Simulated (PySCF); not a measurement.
Input file:

```
{"job": {"kind": "uv", "xc": "wB97X-D", "basis": "def2-SVPD", "nstates": 8, "ntriplets": 3}, "charge": 0, "multiplicity": 1}
N     -3.022212    -0.702377    -1.128396
C     -2.534534     0.120639    -0.500948
C     -1.896533     1.101870     0.320971
S     -1.437145     0.382917     1.953234
Si    -0.408620    -1.440644     1.363309
Si     1.157151    -0.938507    -0.276829
Si     2.439597     0.967257     0.097011
H     -2.582808     1.921755     0.537872
H     -0.996717     1.485993    -0.165206
H      0.128772    -1.800737     2.671873
H     -1.479973    -2.383707     1.049625
H      0.447831    -0.832076    -1.563754
H      1.995416    -2.137765    -0.412279
H      3.418248     0.758740     1.164194
H      1.595450     2.096071     0.505867
H      3.168478     1.409514    -1.092989
```

Command:

```sh
OMP_NUM_THREADS=1 python probes_run.py task.json out
```

Geometry: GFN2-xTB.

All numbers below come from wB97X-D/def2-SVPD, SCF density, gas phase (PySCF).

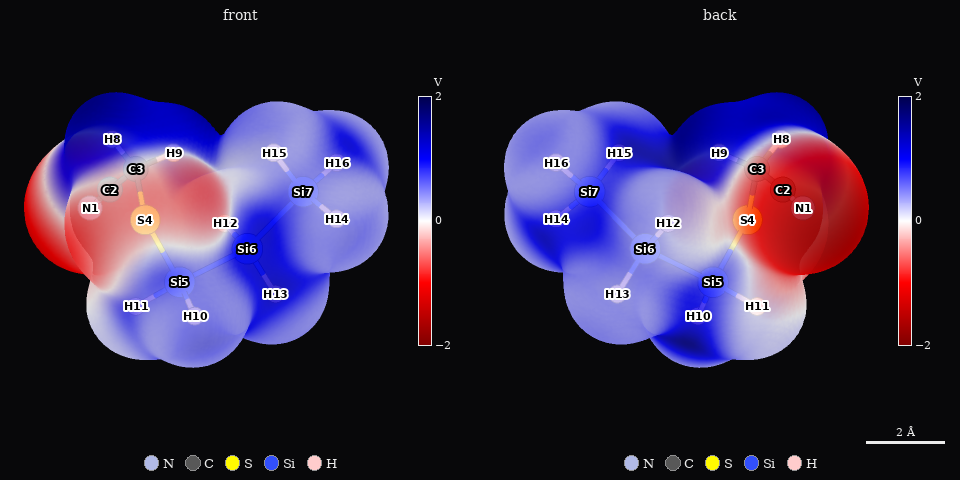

C2H9NSSi3. The electrostatic potential painted on the density surface at 0.002 e/bohr³, seen from the front and from behind; the colour scale runs from red (negative) to blue (positive).

Which sites attract a positive test charge, and which a negative one?

Answer. A positive charge is drawn to the negative regions and a negative charge to the positive ones. The most negative region (about −1.7 V, or −39 kcal/mol for a unit charge) lies over N1, the most positive (about +1.6 V, or +37 kcal/mol for a unit charge) over Si5, Si6, H8 and H9. N1 is the likeliest acceptor of a hydrogen bond.
